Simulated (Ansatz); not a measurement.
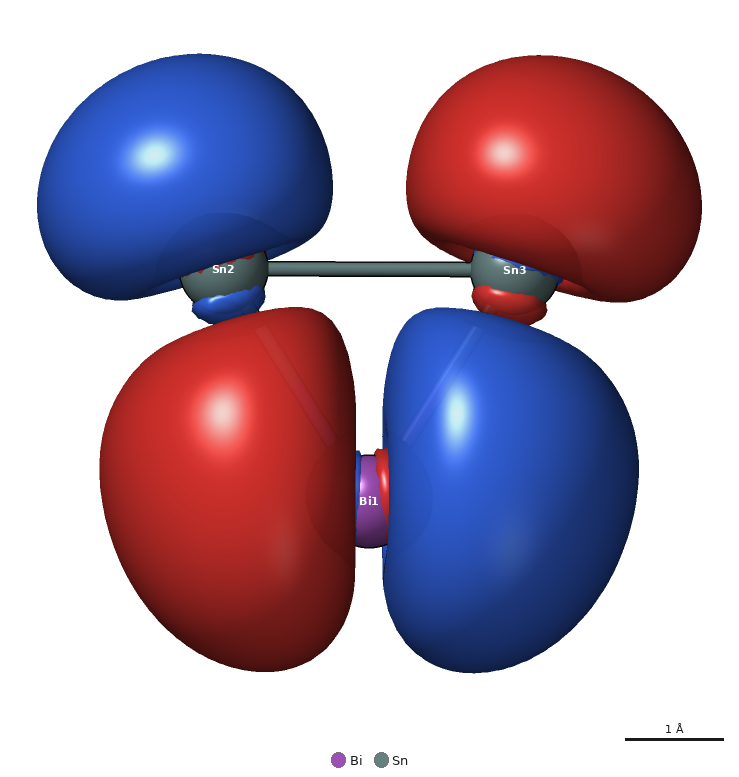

The picture shows: BiSn₂ (doublet). One frontier orbital at ±0.05 Å⁻³ᐟ² (blue and red are the two phases), seen across its widest extent.

Geometry: r2SCAN-D4/def2-SVP; core potentials replace the inner electrons of Bi and Sn.

These are results of Ansatz, UKS PBE0-D4/def2-TZVP, not measurements.

> Which orbital is it: HOMO (β) or LUMO (β)?

The HOMO (β), at −5.66 eV. Its weight (Hirshfeld) is mainly on Bi1 (about 55 %), Sn2 (about 25 %) and Sn3 (about 25 %); it is symmetric in the molecular plane (an in-plane orbital: σ, lone-pair or in-plane π type).
